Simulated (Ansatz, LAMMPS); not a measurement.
## Amorphous 32Ga2O3-68GeO2 (mol %) (69 atoms): where an added charge goes

Does an extra electron or hole in amorphous 32Ga2O3-68GeO2 (mol %) (69 atoms) stay spread out, or do the atoms trap it?

Main program and level: Ansatz 0.2.0; Kohn-Sham DFT, PBE, PAW (set soft_1), plane waves.

## 1. The starting structure

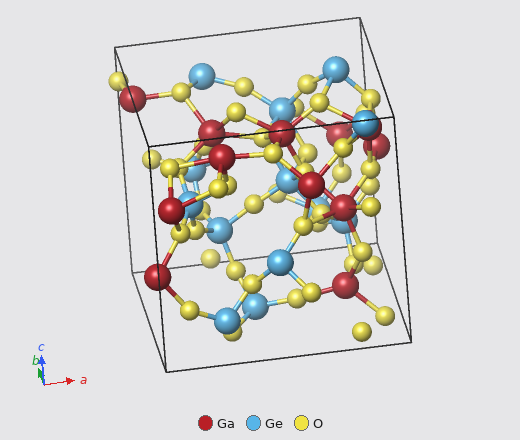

Start, viewed slightly off an axis; gallium red, germanium blue, oxygen yellow. Bonds to atoms that aren't drawn are left out. Some periodic images of atoms are drawn too.

The cell holds 69 atoms: 12 Ga, 13 Ge and 44 O. Cell: a = 9.780 Å, b = 9.780 Å, c = 9.780 Å, α = 90.0°, β = 90.0°, γ = 90.0°. 69 atoms (12 Fe, 13 Ge, 44 O) placed at random at 4.19 g/cm³, melted at 5000 K for 10 ps at fixed volume with the Morse and Coulomb pair potential with partial charges (Pedone, Malavasi, Menziani, Cormack and Segre, J. Phys. Chem. B 110, 11780 (2006)). Quenched from 5000 K to 300 K at 20 K/ps and fixed volume, held 5 ps, then minimised at fixed cell. Then Fe was replaced by Ga and the cell scaled by 1.006 (the potential has no terms for the new elements, so the cell is a start for a DFT relaxation).

Limits known from the start: The quench rate of 20 K/ps is many orders above laboratory rates, so the cell is likely richer in defects and strain than a real sample. The network of bonds at the start is that of the classical potential that made the cell, and needn't be the one that DFT or experiment would give. Sampling is at Γ alone, for a cell whose shortest periodic width is 10 Å.

## 2. Single point at the start

A single point comes first, to see the forces before anything moves.

Input file input.yaml:

```yaml
crystal:
  lattice:
    - [9.77983, 0.0, 0.0]
    - [0.0, 9.77983, 0.0]
    - [0.0, 0.0, 9.77983]
  atoms:
    - { symbol: Ga, position: [0.86996, 0.88951, 0.54555] }
    - { symbol: Ga, position: [0.32419, 0.61134, 0.74796] }
    - { symbol: Ga, position: [0.65876, 0.11954, 0.68941] }
    - { symbol: Ga, position: [0.5854, 0.40092, 0.80407] }
    - { symbol: Ga, position: [0.03502, 0.78679, 0.86018] }
    - { symbol: Ga, position: [0.9844, 0.59596, 0.61079] }
    - { symbol: Ga, position: [0.0813, 0.0844, 0.66809] }
    - { symbol: Ga, position: [0.31767, 0.23195, 0.80763] }
    - { symbol: Ga, position: [0.00676, 0.10558, 0.37427] }
    - { symbol: Ga, position: [0.93214, 0.35515, 0.8069] }
    - { symbol: Ga, position: [0.78587, 0.32337, 0.13866] }
    - { symbol: Ga, position: [0.79902, 0.29048, 0.49573] }
    - { symbol: Ge, position: [0.61468, 0.54137, 0.53178] }
    - { symbol: Ge, position: [0.32153, 0.57681, 0.33261] }
    - { symbol: Ge, position: [0.63266, 0.7687, 0.73752] }
    - { symbol: Ge, position: [0.83148, 0.60457, 0.29649] }
    - { symbol: Ge, position: [0.33418, 0.9047, 0.86933] }
    - { symbol: Ge, position: [0.18846, 0.37216, 0.55493] }
    - { symbol: Ge, position: [0.26313, 0.86395, 0.48545] }
    - { symbol: Ge, position: [0.75892, 0.92011, 0.21543] }
    - { symbol: Ge, position: [0.50498, 0.08925, 0.37987] }
    - { symbol: Ge, position: [0.84424, 0.59837, 0.96638] }
    - { symbol: Ge, position: [0.42272, 0.3933, 0.06321] }
    - { symbol: Ge, position: [0.27534, 0.11775, 0.13939] }
    - { symbol: Ge, position: [0.89281, 0.09421, 0.94363] }
    - { symbol: O, position: [0.5876, 0.33981, 0.09972] }
    - { symbol: O, position: [0.94993, 0.64546, 0.41822] }
    - { symbol: O, position: [0.94754, 0.73813, 0.02352] }
    - { symbol: O, position: [0.66355, 0.39257, 0.62596] }
    - { symbol: O, position: [0.46702, 0.55984, 0.4373] }
    - { symbol: O, position: [0.39531, 0.97982, 0.46376] }
    - { symbol: O, position: [0.1247, 0.2163, 0.50408] }
    - { symbol: O, position: [0.69956, 0.92734, 0.67307] }
    - { symbol: O, position: [0.2724, 0.03558, 0.76259] }
    - { symbol: O, position: [0.16996, 0.5261, 0.65178] }
    - { symbol: O, position: [0.12406, 0.09056, 0.21751] }
    - { symbol: O, position: [0.85712, 0.24466, 0.31231] }
    - { symbol: O, position: [0.00423, 0.99336, 0.85232] }
    - { symbol: O, position: [0.75126, 0.44499, 0.89946] }
    - { symbol: O, position: [0.32009, 0.98834, 0.02651] }
    - { symbol: O, position: [0.4134, 0.45884, 0.89605] }
    - { symbol: O, position: [0.61196, 0.99753, 0.27356] }
    - { symbol: O, position: [0.49392, 0.84718, 0.82682] }
    - { symbol: O, position: [0.73591, 0.70713, 0.86799] }
    - { symbol: O, position: [0.80458, 0.17783, 0.81033] }
    - { symbol: O, position: [0.20947, 0.45831, 0.40054] }
    - { symbol: O, position: [0.30523, 0.76914, 0.62489] }
    - { symbol: O, position: [0.10672, 0.25818, 0.77597] }
    - { symbol: O, position: [0.71378, 0.69075, 0.57286] }
    - { symbol: O, position: [0.52241, 0.2063, 0.80937] }
    - { symbol: O, position: [0.36776, 0.51359, 0.17487] }
    - { symbol: O, position: [0.72911, 0.48852, 0.39044] }
    - { symbol: O, position: [0.52919, 0.60293, 0.70412] }
    - { symbol: O, position: [0.22968, 0.75962, 0.8763] }
    - { symbol: O, position: [0.10985, 0.94804, 0.5118] }
    - { symbol: O, position: [0.87244, 0.94684, 0.35118] }
    - { symbol: O, position: [0.80422, 0.00958, 0.06861] }
    - { symbol: O, position: [0.89058, 0.10529, 0.56919] }
    - { symbol: O, position: [0.30744, 0.25712, 0.02618] }
    - { symbol: O, position: [0.9321, 0.40198, 0.60128] }
    - { symbol: O, position: [0.9692, 0.77924, 0.67691] }
    - { symbol: O, position: [0.26978, 0.74405, 0.35434] }
    - { symbol: O, position: [0.84613, 0.51753, 0.13896] }
    - { symbol: O, position: [0.39324, 0.16704, 0.26538] }
    - { symbol: O, position: [0.9288, 0.25212, 0.01538] }
    - { symbol: O, position: [0.73933, 0.7447, 0.23881] }
    - { symbol: O, position: [0.97116, 0.5533, 0.84066] }
    - { symbol: O, position: [0.34059, 0.33059, 0.6381] }
    - { symbol: O, position: [0.61731, 0.16202, 0.49572] }
kpoints:
  mp_grid: { grid: [1, 1, 1] }
hamiltonian:
  xc: pbe
  pseudopotentials: { kind: paw, azcp: { folder: soft_1 } }
scf:
  occupations: { method: fixed }
output:
  forces: true
```

Launch:

```sh
> ansatz run input.yaml --threads 4 --pin off --max-ram 8192MiB --backend cpu --events-out ev --progress --plain --runs-dir out
```

Numbers of over 12 decimals in the logs are rounded to 6 here.

The program printed:

```text
[...]
Pseudopotentials: kind: paw
Pseudopotential: Ga, paw, valence charge 13, recommended cutoff 420 eV (normal), soft_1/Ga.paw.azcp
Pseudopotential: Ge, paw, valence charge 14, recommended cutoff 420 eV (normal), soft_1/Ge.paw.azcp
Pseudopotential: O, paw, valence charge 6, recommended cutoff 420 eV (normal), soft_1/O.paw.azcp
[... 5 lines on functional and potentials left out ...]
Crystal: 69 atoms, lattice volume = 935.393 Å³
Basis set: ecut = 420 eV, 18325 PW (Γ), exchange–correlation on 144×144×144 points (8 copies of the dense FFT grid, shifted against one another)
Bands: 370, of which v1, the nominal top of the filled ones, is band 301 counted from 1 (300 counted from 0)
Symmetry: 1 space group operations
Space group: P1 (ITA 1), of the structure as read, at distance tolerance 9.8e-5 Å
k-points: 1
[... 7 lines on functional and potentials left out ...]
Initial density: superposition of atomic densities (chi_scale 0.1, normalization cell, long waves kept (reshape's long-wave potential 0.66 eV rms))
Initial wavefunctions: pseudopotential atomic-orbital guess
[...]
SCF iter   1: F=—  HF=-126211.011007 eV  |F-HF|=—  |Δ(HF+E_count)|=         —  Δρ=1.05e-1  dr2=6.61e1  ethr=3.10e-3  ⟨swp⟩=5.0  Hψ=1163  notcnv=0  defer=65
preconditioner: auto → Resta (q_TF=auto, 2.535 Å⁻¹)  ε∞=3.2  [insulator: Δε(μ)=1.625 eV  Ē_g=20.123 eV  n_scr=250 (ndim 8)  ℏωp=29.8 eV  f_vac=0.138  ε∞_Penn≈3.2]
[...]
SCF iter  13: F=—  HF=-126190.562103 eV  |F-HF|=—  |Δ(HF+E_count)|=   2.94e-7  Δρ=4.61e-6  dr2=1.95e-7  ethr=1.33e-10  ⟨swp⟩=2.0  Hψ=549  notcnv=0  defer=65
SCF iter  14: F=-126190.562103 eV  HF=-126190.562103 eV  |F-HF|=1.31e-9  |Δ(HF+E_count)|=   1.78e-8  Δρ=1.71e-6  dr2=2.70e-8  ethr=1.66e-11  ⟨swp⟩=4.0  Hψ=1105  notcnv=0
SCF 1 converged in 14 iterations: F = -126190.562103 eV  dr2 = 2.70e-8
[...]
SCF converged after 14 iterations
Free energy (F): -126190.562103 eV
Harris-Foulkes:  -126190.562103 eV  (|F-HF|=1.31e-9)
Internal energy: -126190.562103 eV  (E = F + TS)
E sigma→0 (E₀):  -126190.562103 eV
Fermi energy:    5.094688 eV
--- Per-component energies (eV) ---
[...]
Σ components = -126190.562103   (vs F -126190.562103, Δ=0.00e0)
--- Forces (eV/Å), atoms counted from 1 ---
  atom   1  Ga    -0.69997199     0.28947550     0.22599986
  atom   2  Ga     0.07610563     0.97667029    -1.56056376
  atom   3  Ga    -0.77619190    -0.72605596     0.64030142
  atom   4  Ga     0.18459072     0.12233870     0.52126889
[...]
atom  69  O      1.05997565     0.97276489     1.43622463
  max |Σ_I F_I| component: 3.72e-5 eV/Å
```

Run time: 16 s. Hardware: 4 threads of Arm Neoverse V1, shared host; peak memory 1.3 GiB.

The r.m.s. force at the start is 0.87 eV/Å.

## 3. Relaxation

With the cell held, the atoms are moved downhill towards a nearby minimum.

Input file input.yaml:

```yaml
crystal:
  lattice:
    - [9.77983, 0.0, 0.0]
    - [0.0, 9.77983, 0.0]
    - [0.0, 0.0, 9.77983]
  atoms:
    [... the 69 atom lines of step 2 ...]
kpoints:
  mp_grid: { grid: [1, 1, 1] }
hamiltonian:
  xc: pbe
  pseudopotentials: { kind: paw, azcp: { folder: soft_1 } }
scf:
  occupations: { method: fixed }
output:
  forces: true
relax:
  f_tol: 0.05
  max_steps: 120
```

The program printed:

```text
[...]
Crystal: 69 atoms, lattice volume = 935.393 Å³
Basis set: ecut = 420 eV, 18325 PW (Γ), exchange–correlation on 144×144×144 points (8 copies of the dense FFT grid, shifted against one another)
Bands: 370, of which v1, the nominal top of the filled ones, is band 301 counted from 1 (300 counted from 0)
Symmetry: 1 space group operations
[...]
k-points: 1
[...]
SCF iter   1: F=—  HF=-126211.011008 eV  |F-HF|=—  |Δ(HF+E_count)|=         —  Δρ=1.05e-1  dr2=6.61e1  ethr=3.10e-3  ⟨swp⟩=5.0  Hψ=1163  notcnv=0  defer=65
[...]
SCF iter   9: F=—  HF=-126190.562049 eV  |F-HF|=—  |Δ(HF+E_count)|=   8.91e-5  Δρ=8.05e-5  dr2=7.79e-5  ethr=1.49e-7  ⟨swp⟩=2.0  Hψ=516  notcnv=0  defer=67
SCF iter  10: F=-126190.562088 eV  HF=-126190.562103 eV  |F-HF|=1.52e-5  |Δ(HF+E_count)|=   5.37e-5  Δρ=5.40e-5  dr2=2.50e-5  ethr=1.04e-8  ⟨swp⟩=4.0  Hψ=1061  notcnv=0
SCF 1 converged in 10 iterations: F = -126190.562088 eV  dr2 = 2.50e-5
[...]
relax step   1: F+E_penalty+E_count = -126190.56208762 eV  Δ(F+E_penalty+E_count) = +0.000e0 eV  max|allowed force component| = 2.247e0 eV/Å  Δτ_max = 0.0000 Å  (10 SCF iters, dr2 threshold 6.25e-5 eV, accepted)
[...]
relax step   2: F+E_penalty+E_count = -126193.19323122 eV  Δ(F+E_penalty+E_count) = -2.631e0 eV  max|allowed force component| = 1.310e0 eV/Å  Δτ_max = 0.1223 Å  (7 SCF iters, dr2 threshold 1.00e-4 eV, accepted)
[...]
relax step   3: F+E_penalty+E_count = -126194.49413083 eV  Δ(F+E_penalty+E_count) = -1.301e0 eV  max|allowed force component| = 6.210e-1 eV/Å  Δτ_max = 0.1500 Å  (7 SCF iters, dr2 threshold 1.00e-4 eV, accepted)
relax step   4: F+E_penalty+E_count = -126195.32522928 eV  Δ(F+E_penalty+E_count) = -8.311e-1 eV  max|allowed force component| = 4.684e-1 eV/Å  Δτ_max = 0.2000 Å  (8 SCF iters, dr2 threshold 8.67e-5 eV, accepted)
relax step   5: F+E_penalty+E_count = -126195.60154179 eV  Δ(F+E_penalty+E_count) = -2.763e-1 eV  max|allowed force component| = 6.013e-1 eV/Å  Δτ_max = 0.1949 Å  (8 SCF iters, dr2 threshold 4.93e-5 eV, accepted)
relax step   6: F+E_penalty+E_count = -126195.79440396 eV  Δ(F+E_penalty+E_count) = -1.929e-1 eV  max|allowed force component| = 1.754e-1 eV/Å  Δτ_max = 0.2000 Å  (7 SCF iters, dr2 threshold 1.00e-4 eV, accepted)
relax step   7: F+E_penalty+E_count = -126195.90188628 eV  Δ(F+E_penalty+E_count) = -1.075e-1 eV  max|allowed force component| = 2.145e-1 eV/Å  Δτ_max = 0.2000 Å  (9 SCF iters, dr2 threshold 2.62e-6 eV, accepted)
relax step   8: F+E_penalty+E_count = -126195.98274720 eV  Δ(F+E_penalty+E_count) = -8.086e-2 eV  max|allowed force component| = 1.536e-1 eV/Å  Δτ_max = 0.2000 Å  (8 SCF iters, dr2 threshold 3.92e-6 eV, accepted)
relax step   9: F+E_penalty+E_count = -126196.03319331 eV  Δ(F+E_penalty+E_count) = -5.045e-2 eV  max|allowed force component| = 2.435e-1 eV/Å  Δτ_max = 0.2000 Å  (7 SCF iters, dr2 threshold 1.21e-5 eV, accepted)
relax step  10: F+E_penalty+E_count = -126196.05416156 eV  Δ(F+E_penalty+E_count) = -2.097e-2 eV  max|allowed force component| = 2.222e-1 eV/Å  Δτ_max = 0.2000 Å  (7 SCF iters, dr2 threshold 3.04e-5 eV, accepted)
relax step  11: F+E_penalty+E_count = -126196.07782304 eV  Δ(F+E_penalty+E_count) = -2.366e-2 eV  max|allowed force component| = 1.518e-1 eV/Å  Δτ_max = 0.0751 Å  (6 SCF iters, dr2 threshold 4.12e-5 eV, accepted)
relax step  12: F+E_penalty+E_count = -126196.05273346 eV  Δ(F+E_penalty+E_count) = +2.509e-2 eV  max|allowed force component| = 1.859e-1 eV/Å  Δτ_max = 0.1772 Å  (8 SCF iters, dr2 threshold 1.08e-5 eV, rejected (line search))
relax step  13: F+E_penalty+E_count = -126196.08702518 eV  Δ(F+E_penalty+E_count) = -9.202e-3 eV  max|allowed force component| = 6.974e-2 eV/Å  Δτ_max = 0.0692 Å  (10 SCF iters, accepted)
relax step  14: F+E_penalty+E_count = -126196.09378631 eV  Δ(F+E_penalty+E_count) = -6.761e-3 eV  max|allowed force component| = 6.588e-2 eV/Å  Δτ_max = 0.1000 Å  (9 SCF iters, accepted)
relax step  15: F+E_penalty+E_count = -126196.09319776 eV  Δ(F+E_penalty+E_count) = +5.885e-4 eV  max|allowed force component| = 7.702e-2 eV/Å  Δτ_max = 0.1500 Å  (9 SCF iters, rejected (line search))
[...]
relax step  16: F+E_penalty+E_count = -126196.09752293 eV  Δ(F+E_penalty+E_count) = -3.737e-3 eV  max|allowed force component| = 2.445e-2 eV/Å  Δτ_max = 0.0743 Å  (9 SCF iters, accepted)
SCF converged after 9 iterations
Free energy (F): -126196.097523 eV
[...]
Internal energy: -126196.097523 eV  (E = F + TS)
E sigma→0 (E₀):  -126196.097523 eV
Fermi energy:    4.935117 eV
[...]
Σ components = -126196.097523   (vs F -126196.097523, Δ=0.00e0)
--- Forces (eV/Å), atoms counted from 1 ---
  atom   1  Ga     0.00373339     0.00708333     0.01243252
  atom   2  Ga     0.01637402    -0.00377436     0.01405138
  atom   3  Ga     0.01137401    -0.02281188    -0.01805765
  atom   4  Ga    -0.02147800     0.01701055     0.02445101
[...]
atom  69  O     -0.00290263    -0.00169627    -0.00502577
  max |Σ_I F_I| component: 4.65e-5 eV/Å
--- Relaxed structure (16 steps of the walk, 14 accepted, 0 SCFs on fresh bases) ---
  F+E_penalty+E_count = -126196.09752293 eV   max|allowed force component| = 2.445e-2 eV/Å
  atoms:
    - { symbol: Ga, position: [0.879018, 0.905405, 0.564276] }
    - { symbol: Ga, position: [0.295173, 0.651234, 0.706315] }
    - { symbol: Ga, position: [0.630332, 0.080979, 0.712800] }
    - { symbol: Ga, position: [0.590473, 0.375215, 0.805289] }
[...]
- { symbol: O, position: [0.630871, 0.149787, 0.507870] }
```

Run time: 2.4 min. Hardware: 4 threads; peak memory 1.3 GiB; 8.9 min of CPU time.

The relaxation converged after 16 steps, 5.54 eV below its start, with a largest force component of 0.024 eV/Å.

(Continued in part 2 of 4.)

[Logs are printed without paths, hosts, clocks, repeated set-up lines and the standing remarks that a program may print on its own settings, such as how far it seeks lower states.]

[Hosts, paths, dates, database ids (printed as entryN), source tags and the programs' standing remarks are cut or masked in the printed files.]
